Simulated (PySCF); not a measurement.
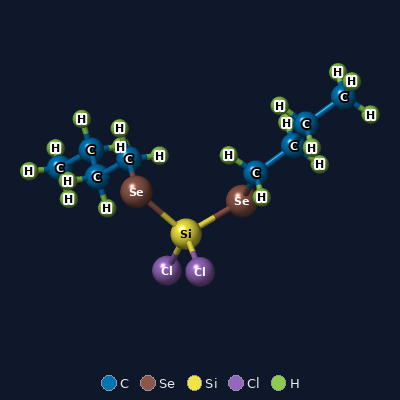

Structure of C₈H₁₈Cl₂Se₂Si, SMILES CCCC[Se][Si](Cl)(Cl)[Se]CCCC.

Simulated rotational absorption lines between 2 and 8 GHz at 1.5 K: rigid rotor with the equilibrium constants and dipole of one optimised conformer (PBE0-D3(BJ)/def2-SVP, PySCF), commonest isotopes; no centrifugal distortion, hyperfine structure, internal rotation or nuclear-spin weights; lines within 1 MHz of each other are summed. Lines of different type are drawn apart.

What are the rotational constants, and what kind of rotor is it?

Answer. Rotational constants A, B, C = 0.3886, 0.1831, 0.1659 GHz; Ray's κ = −0.85, an asymmetric top on the prolate side.

Which dipole components drive the lines?

Answer.
|μa|, |μb|, |μc| = 0.91, 2.77, 0.61 D; b-type lines carry 86 % of the intensity in this range.

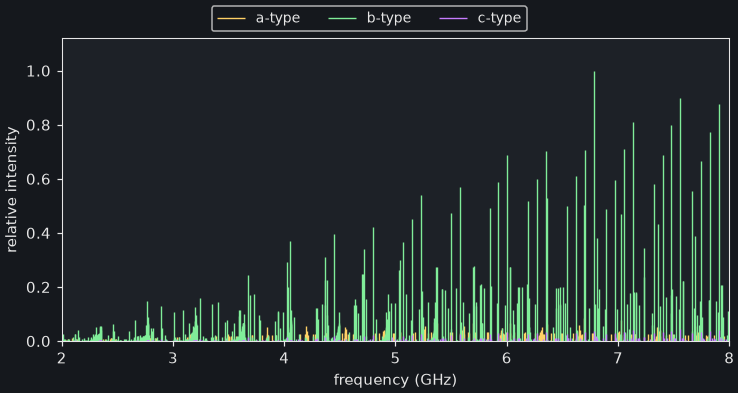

Known limits of this run: coarse grid, loose stop and no frequency check, small forces are noise and the end may be a saddle.
